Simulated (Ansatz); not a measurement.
**Run report: SnH2Cl4O, nudged elastic band**

The run: nudged elastic band of SnH2Cl4O. Method and program: RKS PBE/def2-SVP (Ansatz 0.2.0).

The run did not end well. One setting was made poor on purpose. It belongs to a series of runs on one base structure; here: band between the two ends.

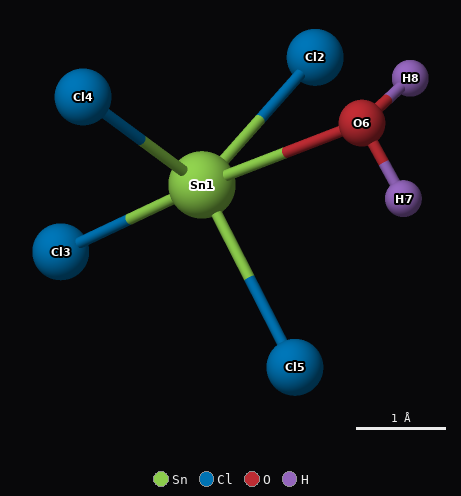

Fig. 1: The starting structure (ball-and-stick view, seen at a tilt; atoms are numbered from 1 in the order of the input). Sticks mark near contacts. Bond lengths as drawn: Cl–Sn 2.35 to 2.39 Å, H–O 0.98 Å and O–Sn 2.45 Å.

### Input
```yaml
crystal:
  periodic: [false, false, false]
  atoms:
    - { symbol: Sn, position_ang: [-0.044481, 0.086313, 0.029432] }
    - { symbol: Cl, position_ang: [0.267769, 0.016375, 2.395593] }
    - { symbol: Cl, position_ang: [2.205035, -0.061937, -0.682071] }
    - { symbol: Cl, position_ang: [-0.726139, 2.127409, -0.914169] }
    - { symbol: Cl, position_ang: [-0.914837, -1.917617, -0.93307] }
    - { symbol: O, position_ang: [-2.343178, 0.043952, 0.869425] }
    - { symbol: H, position_ang: [-2.620885, -0.84291, 0.549225] }
    - { symbol: H, position_ang: [-2.166884, -0.081284, 1.828235] }
basis:
  gaussian: { orbitals: def2-SVP }
hamiltonian:
  xc: pbe
neb:
  order_check: false
  images: 7
  f_tol: 0.05
  max_iterations: 6
  final_atoms:
    - { symbol: Sn, position_ang: [-0.47102003, -0.08103428, -0.39708007] }
    - { symbol: Cl, position_ang: [-0.30466713, 1.12511916, 2.70172734] }
    - { symbol: Cl, position_ang: [1.7173714, -0.75714932, 0.08327557] }
    - { symbol: Cl, position_ang: [-0.63710059, 2.18141226, -0.96488172] }
    - { symbol: Cl, position_ang: [-1.19039484, -1.34097538, -2.25920303] }
    - { symbol: O, position_ang: [-1.82406584, -0.64541187, 0.98532712] }
    - { symbol: H, position_ang: [-2.395428, -1.35615122, 0.62622752] }
    - { symbol: H, position_ang: [-1.23829497, 0.24449166, 2.36720725] }
  initial_path:
    images:
      - { positions_ang: [[-0.044481, 0.086313, 0.029432], [0.267769, 0.016375, 2.395593], [2.205035, -0.061937, -0.682071], [-0.726139, 2.127409, -0.914169], [-0.914837, -1.917617, -0.93307], [-2.343178, 0.043952, 0.869425], [-2.620885, -0.84291, 0.549225], [-2.166884, -0.081284, 1.828235]] }
      - { positions_ang: [[-0.03197226, 0.06394252, 0.02476799], [0.19288235, 0.01139393, 2.48932561], [2.22597172, -0.0495263, -0.70178153], [-0.82225186, 2.08759136, -0.88728276], [-0.96776929, -1.92947001, -0.90164806], [-2.29452618, 0.03432623, 0.82564454], [-2.63777542, -0.78767047, 0.4408091], [-2.00815905, -0.06028626, 1.8527651]] }
      - { positions_ang: [[-0.01946352, 0.04157203, 0.02010398], [0.11799569, 0.00641286, 2.58305823], [2.24690843, -0.03711559, -0.72149206], [-0.91836471, 2.04777372, -0.86039652], [-1.02070157, -1.94132302, -0.87022611], [-2.24587437, 0.02470046, 0.78186407], [-2.65466585, -0.73243093, 0.33239321], [-1.84943411, -0.03928851, 1.8772952]] }
      - { positions_ang: [[-0.00695478, 0.01920155, 0.01543997], [0.04310904, 0.00143178, 2.67679084], [2.26784515, -0.02470489, -0.74120258], [-1.01447757, 2.00795608, -0.83351029], [-1.07363386, -1.95317603, -0.83880417], [-2.19722255, 0.01507469, 0.73808361], [-2.67155627, -0.6771914, 0.22397731], [-1.69070916, -0.01829077, 1.9018253]] }
      - { positions_ang: [[0.00555395, -0.00316894, 0.01077597], [-0.03177761, -0.00354929, 2.77052346], [2.28878187, -0.01229419, -0.76091311], [-1.11059042, 1.96813844, -0.80662405], [-1.12656614, -1.96502905, -0.80738222], [-2.14857073, 0.00544892, 0.69430315], [-2.6884467, -0.62195186, 0.11556142], [-1.53198421, 0.00270697, 1.9263554]] }
      - { positions_ang: [[-0.11358954, -0.02263527, -0.09118804], [-0.09999999, 0.27861782, 2.75332443], [2.14592925, -0.19850797, -0.54986594], [-0.99221797, 2.02145689, -0.84618846], [-1.14252332, -1.80901563, -1.17033743], [-2.06744451, -0.15726628, 0.76705914], [-2.61519202, -0.8055017, 0.24322794], [-1.4585619, 0.06315314, 2.03656836]] }
      - { positions_ang: [[-0.23273304, -0.04210161, -0.19315205], [-0.16822237, 0.56078494, 2.7361254], [2.00307664, -0.38472175, -0.33881877], [-0.87384551, 2.07477535, -0.88575288], [-1.15848049, -1.65300221, -1.53329263], [-1.98631829, -0.31998148, 0.83981514], [-2.54193735, -0.98905154, 0.37089447], [-1.38513959, 0.12359931, 2.14678133]] }
      - { positions_ang: [[-0.35187653, -0.06156794, -0.29511606], [-0.23644475, 0.84295205, 2.71892637], [1.86022402, -0.57093554, -0.1277716], [-0.75547305, 2.1280938, -0.9253173], [-1.17443767, -1.4969888, -1.89624783], [-1.90519206, -0.48269667, 0.91257113], [-2.46868267, -1.17260138, 0.498561], [-1.31171728, 0.18404549, 2.25699429]] }
      - { positions_ang: [[-0.47102003, -0.08103428, -0.39708007], [-0.30466713, 1.12511916, 2.70172734], [1.7173714, -0.75714932, 0.08327557], [-0.63710059, 2.18141226, -0.96488172], [-1.19039484, -1.34097538, -2.25920303], [-1.82406584, -0.64541187, 0.98532712], [-2.395428, -1.35615122, 0.62622752], [-1.23829497, 0.24449166, 2.36720725]] }
```

Hardware: 4 threads of Intel Xeon (Granite Rapids), 32 GiB of memory available, shared host.

Launched with:
```bash
ansatz run input.yaml --threads 4 --pin off --max-ram 5120MiB --backend cpu --events-out ev --progress --plain --runs-dir out
```

### Log
```
Engine: ansatz 0.2.0, x86_64-unknown-linux-gnu
Functional definition: PBE
  parameter kappa = 0.804
  parameter beta = 0.06672455060314922
  exchange = pbe_x(kappa = kappa, mu = beta*pi^2/3)
  correlation = pbe_c(beta = beta)
1330 factors; their error is unknown
mean field evaluation 1: about -57961.3769 eV, gradient 5.2e1 eV
mean field evaluation 2: about -57919.9774 eV, gradient 1.3e2 eV
mean field evaluation 4: about -57966.2281 eV, gradient 1.1e1 eV
mean field evaluation 8: about -57966.5531 eV, gradient 2.6e-1 eV
mean field evaluation 16: about -57966.4937 eV, gradient 9.5e-5 eV
mean field -57966.49371846 eV, -2130.2293530529 hartree, gradient 1.7e-5 eV, S^2 0.000000; 0 other end points of the search recorded, 0 dependent functions left out
the calculation of the forces begins
reference -57966.49375600 eV, -2130.2293544325 hartree; 50, 50 occupied and 72, 72 virtual orbitals, 1330 factors
1330 factors; their error is unknown
mean field evaluation 32: about -57965.6112 eV, gradient 8.0e-4 eV
mean field -57965.61116000 eV, -2130.1969196274 hartree, gradient 3.6e-5 eV, S^2 0.000000; 0 other end points of the search recorded, 0 dependent functions left out
[... from here on the field's lines of each further geometry are left out, up to the last ...]
NEB iter   1: max|band force component| = 3.240e0 eV/Å  barrier→ = 2.5584 eV  barrier← = 1.6758 eV  Δτ_max = 0.2000 Å  (267 SCF iters)
NEB iter   2: max|band force component| = 2.197e0 eV/Å  barrier→ = 1.4060 eV  barrier← = 0.5234 eV  Δτ_max = 0.1977 Å  (223 SCF iters)
NEB iter   3: max|band force component| = 1.545e0 eV/Å  barrier→ = 1.0031 eV  barrier← = 0.1205 eV  Δτ_max = 0.1960 Å  (206 SCF iters)
NEB iter   4: max|band force component| = 1.145e0 eV/Å  barrier→ = 0.9701 eV  barrier← = 0.0875 eV  Δτ_max = 0.1965 Å  (195 SCF iters)
NEB iter   5: max|band force component| = 1.216e0 eV/Å  barrier→ = 0.9581 eV  barrier← = 0.0756 eV  Δτ_max = 0.0996 Å  (197 SCF iters)
the calculation of the forces begins
reference -57965.55597466 eV, -2130.1948916037 hartree; 50, 50 occupied and 72, 72 virtual orbitals, 1330 factors
these checks for a lower state are left out or cut short: starts, cluster_reference, orbital_swaps, neighbouring_geometries, increment
1330 factors; their error is unknown
mean field evaluation 416: about -57965.5831 eV, gradient 4.0e-5 eV
mean field -57965.58306265 eV, -2130.1958870688 hartree, gradient 9.6e-6 eV, S^2 0.000000; 0 other end points of the search recorded, 0 dependent functions left out
the calculation of the forces begins
reference -57965.58309991 eV, -2130.1958884381 hartree; 50, 50 occupied and 72, 72 virtual orbitals, 1330 factors
NEB iter   6: max|band force component| = 8.100e-1 eV/Å  barrier→ = 0.9378 eV  barrier← = 0.0552 eV  Δτ_max = 0.1984 Å  (190 SCF iters)
```

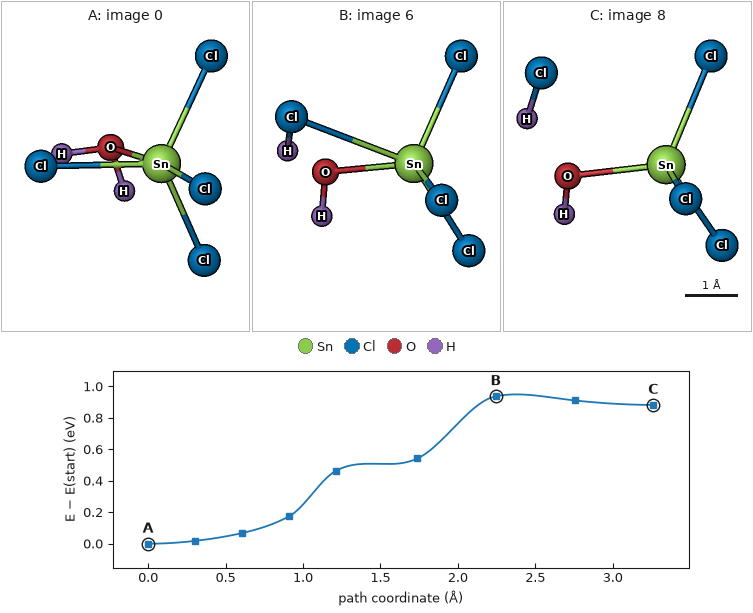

Fig. 2: Images of the last band (counted from 0; ball-and-stick, seen at a tilt) above the energy along the path; the line is a cubic interpolation that uses the forces. The highest image is number 6, 0.938 eV above the start and 0.055 eV above the end; the end lies 0.883 eV above the start. The path is 3.26 Å long. The band had not converged after 6 iterations.

```
Unfinished report: {"positions_ang":[[-0.39379239490671475,0.05945208862569712,-0.22294118900822943],[-0.1658046104441067,0.7008294958247805,2.4931479457121704],[1.8879053520859304,-0.5209304476159403,-0.052446852950124016],[-0.6941962109822948,2.2312415843657463,-1.0319180991224228],[-1.1078216422380835,-1.5254105524341053,-1.8361790417481396],[-2.063851327986724,-0.348475895051261,0.9599296034232782],[-2.4641085343581293,-1.224149137991,0.7747194995949647],[-1.341930631169878,-0.002256125723917885,2.058288144098502]],"unchecked":["starts","cluster_reference","orbital_swaps","neighbouring_geometries","increment"],"mean_field":{"relativity":"none","state":{"energy":{"ev":-57965.55597465936,"hartree":-2130.19489160372},"converged":true,"gradient_ev":8.997112427185556e-6,"stability":{"kind":"minimum","curvature_ev":65.17864460739122},"curvature_floor_ev":0.00030000000000000003,"spin_squared":-7.105427357601002e-15},"others":[],"fillings":{"estimated":0,"unestimated":0,"tried":0,"untried":0,"excluded_magnetic_sites":0},"n_dropped_functions":0,"n_trapped_functions":0,"passes":{"evaluations":4,"products":25},"factors":{"origin":"density fitting in generated functions","count":1330,"bound_ev":null},"gradient_stop_ev":0.00009,"reference_kind":"stationary","functional":{"name":"PBE","citations":["Perdew, Burke & Ernzerhof, Phys. Rev. Lett. 77, 3865 (1996) doi:10.1103/PhysRevLett.77.3865"],"text":"name \"PBE\"\ncite \"Perdew, Burke & Ernzerhof, Phys. Rev. Lett. 77, 3865 (1996) doi:10.1103/PhysRevLett.77.3865\"\nparent pbe\nparameter kappa = 0.804\nparameter beta = 0.06672455060314922\nexchange = pbe_x(kappa = kappa, mu = beta*pi^2/3)\ncorrelation = pbe_c(beta = beta)\n","parameters":{"beta":{"value":0.06672455060314922,"default":0.06672455060314922},"kappa":{"value":0.804,"default":0.804}},"final_grid":{"core_spheres":13.0,"valence_spheres":11.0,"degree":36.0},"final_grid_parameter_source":"default","radial_points_factor":1.0,"radial_grid_error_ev":3.125828648923977e-7,"grid_sensitivity":"normal","grid_sensitivity_ratio":0.001870803151768979},"unsmoothed_excess_ev":-0.00003701708437831085,"symmetry":{"irreps":["A"],"axes":[[0.99993530661017,0.010184592587310387,-0.005065241184367834],[-0.010157821271350984,0.9999344508893756,0.005283236847072661],[0.005118716777142801,-0.005231443241924655,0.999973215011363]],"occupied":[{"A":50},{"A":50}]},"density_repulsion":{"missed_ev":0.0000655971744024589,"excess_ev":0.00006559717420173057,"most_excess_ev":0.0013,"are_drawn_again":false,"n_first_factors":1330,"energy_change_ev":0.0,"n_dropped_ends":0},"direct_passes":"host"},"factors":{"origin":"density fitting in generated functions","count":1330,"bound_ev":null},"n_frozen":0,"n_occupied":[50,50],"n_virtual":[72,72],"reference":{"ev":-57965.55597465936,"hartree":-2130.19489160372},"total":{"ev":-57965.55597465936,"hartree":-2130.19489160372},"forces_ev_per_angstrom":[[0.17461672504725048,-0.015224811534232116,0.021534844832080395],[0.388354992167611,0.23454602696027083,0.16456053325337328],[-0.05916783210614327,-0.015904083374328297,-0.028894980497076755],[-0.009387451943649146,0.02664378166835483,-0.018949589427013146],[-0.016124521635436664,0.001403158891302977,-0.07614660228515371],[-0.03156166463789998,-0.03391932714038819,0.17455206890448885],[0.018713811179584993,-0.04815507383476511,-0.02972435726225028],[-0.4654440580996082,-0.14938967162107086,-0.20693191753126508]],"charge_distribution":{"dipole_moment_e_ang":[-0.3405008563905236,-0.29322018125596067,0.20376814072322288],"mulliken_charges_e":[0.7563096499277933,-0.21474513094307923,-0.18815311851664873,-0.1768374750276358,-0.24210273087989975,-0.3873261390289251,0.21059529645125818,0.2422596480171365],"lowdin_charges_e":[-0.42180021876446006,0.1113261530417553,0.10229097144526378,0.12316529959556277,0.0649604333673004,0.0503570835382785,-0.001999945553581739,-0.028299776670094534]},"n_threads":4,"memory_gib":4.261363637633622,"seconds":{"hamiltonian":0.764159796,"orbitals":0.0,"second_order":0.0,"solver_start":0.0,"cycles":0.0,"cycle":0.0,"perturbative":0.0,"full_ci_increment":0.0,"forces":0.0}}
this run last wrote the band of iteration 6 to [file]
Error: NEB band did not converge after 6 iterations: max|band force component| = 8.10e-1 eV/Å (threshold 5.0e-2); raise `neb.max_iterations` in a new run, which can start from the last band evaluated (`neb.initial_path`, with `crystal.atoms` and `neb.final_atoms` set to its first and last images), add images, or start from endpoints closer to local minima. Where this run's directory can be resumed (`checkpoint.write`), a resume goes on for up to `neb.max_iterations` more; to start a new run from the last band, take its images' positions from the `neb_iteration` event of iteration 6 (`data.images[].positions_ang`), in the event stream of the run that computed that iteration (not this run's, if it was resumed behind it). With `checkpoint.write`, `steps/00-neb/state/checkpoint.json` in the run directory holds the last saved band, under `neb.evaluated.images[].positions_ang` (a band under a hybrid functional on support functions is neither saved nor resumed: `neb.initial_path` says where its path is): check the last entry of `neb.iterations` there, which is earlier than 6 if that iteration was not saved or its write failed. If the band's step has no `state` directory and holds `state.next`, a write was cut short, and the file is under `state.next` instead (behind a loss of power it can be under `state.prev`)
this run wrote the band of iteration 6 to [file] as well, whether or not its events were kept: a new run's `neb.initial_path` can list its `images[].positions_ang`
a run's events are kept only if it was started with --events-out <file>, and are in that file
```

### The last band as extended XYZ (Å, eV, eV/Å)
```
8
Properties=species:S:1:pos:R:3:forces:R:3 image=0 energy=-57966.49372
Sn   -0.0445    0.0863    0.0294   -0.0071   0.0102  -0.0053
Cl    0.2678    0.0164    2.3956   -0.0065   0.0026   0.0149
Cl    2.2050   -0.0619   -0.6821    0.0263   0.0000  -0.0102
Cl   -0.7261    2.1274   -0.9142    0.0002   0.0071  -0.0034
Cl   -0.9148   -1.9176   -0.9331   -0.0102  -0.0122  -0.0046
O    -2.3432    0.0440    0.8694    0.0083  -0.0174   0.0098
H    -2.6209   -0.8429    0.5492   -0.0148  -0.0091  -0.0299
H    -2.1669   -0.0813    1.8282    0.0039   0.0187   0.0286
8
Properties=species:S:1:pos:R:3:forces:R:3 image=1 energy=-57966.47596
Sn   -0.0773    0.0986    0.0114    0.0610   0.0299   0.0470
Cl    0.2328    0.1494    2.3944   -0.0098  -0.0411  -0.0301
Cl    2.1993   -0.1523   -0.5783    0.0221   0.0266  -0.0548
Cl   -0.7163    2.1317   -0.9724   -0.0055   0.0018   0.0165
Cl   -0.9665   -1.8342   -1.0735   -0.0102  -0.0389   0.0535
O    -2.3296   -0.0076    0.9108   -0.0054   0.0694  -0.1498
H    -2.6076   -0.8958    0.5956   -0.0164  -0.0131   0.0193
H    -2.0783   -0.1195    1.8545   -0.0358  -0.0346   0.0985
8
Properties=species:S:1:pos:R:3:forces:R:3 image=2 energy=-57966.42625
Sn   -0.1169    0.1202   -0.0087    0.1133  -0.0110   0.0754
Cl    0.1833    0.2905    2.3879    0.0403  -0.0506  -0.0429
Cl    2.1709   -0.2367   -0.4841    0.0571   0.0404  -0.0945
Cl   -0.7082    2.1487   -1.0216   -0.0196   0.0231   0.0191
Cl   -1.0137   -1.7576   -1.1870    0.0030  -0.0501   0.0693
O    -2.3049   -0.0690    0.9441   -0.0831   0.0935  -0.2058
H    -2.5867   -0.9622    0.6466   -0.0020  -0.0037   0.0239
H    -1.9676   -0.1636    1.8653   -0.1091  -0.0416   0.1555
8
Properties=species:S:1:pos:R:3:forces:R:3 image=3 energy=-57966.32014
Sn   -0.1718    0.1408   -0.0365    0.1903  -0.0595   0.1206
Cl    0.1110    0.4055    2.3891    0.1943  -0.0068  -0.0913
Cl    2.1226   -0.2939   -0.3922    0.0915   0.0393  -0.1210
Cl   -0.7179    2.1713   -1.0657   -0.0300   0.0250   0.0241
Cl   -1.0544   -1.7032   -1.2907    0.0215   0.0053   0.0826
O    -2.2552   -0.1394    0.9842   -0.1562   0.3441  -0.2766
H    -2.5690   -1.0179    0.6804    0.0617  -0.1130   0.1890
H    -1.8089   -0.1928    1.8740   -0.3730  -0.2344   0.0726
8
Properties=species:S:1:pos:R:3:forces:R:3 image=4 energy=-57966.03132
Sn   -0.2555    0.1466   -0.0840    0.3134  -0.0530   0.1711
Cl    0.0053    0.4133    2.4330    0.6283   0.1640  -0.1293
Cl    2.0422   -0.2873   -0.3225    0.2416   0.0016  -0.1346
Cl   -0.7229    2.2095   -1.1008   -0.0633  -0.0876   0.0688
Cl   -1.0773   -1.7246   -1.3648    0.0299   0.1996   0.1252
O    -2.1676   -0.1895    1.0168   -0.5151   0.7470  -0.6488
H    -2.5534   -1.0221    0.6849    0.0233  -0.4462   0.3308
H    -1.6144   -0.1756    1.8801   -0.6583  -0.5254   0.2169
8
Properties=species:S:1:pos:R:3:forces:R:3 image=5 energy=-57965.95188
Sn   -0.2796    0.1310   -0.1329    0.3966  -0.0167   0.2371
Cl   -0.0756    0.6068    2.3885    0.7880   0.2903  -0.0211
Cl    2.0059   -0.4733   -0.1752    0.0513   0.0288  -0.1181
Cl   -0.7182    2.2239   -1.0717   -0.0233   0.0621  -0.0271
Cl   -1.0838   -1.5565   -1.6201   -0.0292   0.0562   0.0911
O    -2.1461   -0.2692    1.0128   -0.3959   0.1045  -0.4326
H    -2.4857   -1.1760    0.8737    0.0341  -0.1420   0.1491
H    -1.5606   -0.1163    1.8676   -0.8216  -0.3831   0.1216
8
Properties=species:S:1:pos:R:3:forces:R:3 image=6 energy=-57965.55594
Sn   -0.3938    0.0595   -0.2229    0.1746  -0.0152   0.0215
Cl   -0.1658    0.7008    2.4931    0.3884   0.2345   0.1646
Cl    1.8879   -0.5209   -0.0524   -0.0592  -0.0159  -0.0289
Cl   -0.6942    2.2312   -1.0319   -0.0094   0.0266  -0.0190
Cl   -1.1078   -1.5254   -1.8362   -0.0161   0.0014  -0.0761
O    -2.0639   -0.3485    0.9599   -0.0316  -0.0339   0.1746
H    -2.4641   -1.2241    0.7747    0.0187  -0.0482  -0.0297
H    -1.3419   -0.0023    2.0583   -0.4654  -0.1494  -0.2069
8
Properties=species:S:1:pos:R:3:forces:R:3 image=7 energy=-57965.58306
Sn   -0.4597    0.0012   -0.3126    0.0347  -0.0256  -0.0270
Cl   -0.2030    0.8891    2.6029    0.1104   0.1448   0.0831
Cl    1.7769   -0.6194    0.0442   -0.0322  -0.0246   0.0091
Cl   -0.6757    2.2228   -1.0125   -0.0066  -0.0092  -0.0005
Cl   -1.1391   -1.4489   -2.0550   -0.0117   0.0289  -0.0532
O    -1.9703   -0.4846    0.9608   -0.0270  -0.0608   0.0049
H    -2.4250   -1.2999    0.6605    0.0198   0.0001  -0.0106
H    -1.2478    0.1101    2.2542   -0.0875  -0.0535  -0.0057
8
Properties=species:S:1:pos:R:3:forces:R:3 image=8 energy=-57965.61116
Sn   -0.4710   -0.0810   -0.3971   -0.0031   0.0001  -0.0010
Cl   -0.3047    1.1251    2.7017    0.0010   0.0006  -0.0003
Cl    1.7174   -0.7571    0.0833   -0.0002   0.0002   0.0001
Cl   -0.6371    2.1814   -0.9649    0.0006  -0.0009  -0.0005
Cl   -1.1904   -1.3410   -2.2592    0.0018   0.0010   0.0018
O    -1.8241   -0.6454    0.9853   -0.0100  -0.0098  -0.0073
H    -2.3954   -1.3562    0.6262    0.0102   0.0117   0.0070
H    -1.2383    0.2445    2.3672   -0.0004  -0.0027   0.0004
```

### What the run reported

- outcome: not converged
- barrier, forward (band not converged): 0.938 eV
- barrier, backward: 0.055 eV
- wall time: 34 s (CPU time 2 min)
- peak memory: 0.21 GiB

The run did not converge: “NEB band did not converge after 6 iterations: max|band force component| = 8.10e-1 eV/Å (threshold 5.0e-2); raise `neb.max_iterations` in a new run, which can start from the last band evaluated (`neb.initial_path`, with `crystal.atoms` and `neb.final_atoms` set to its first and last images), add images, or start from endpoints closer to local minima …” Its last values are not results. A deliberately poor setting: few iterations.
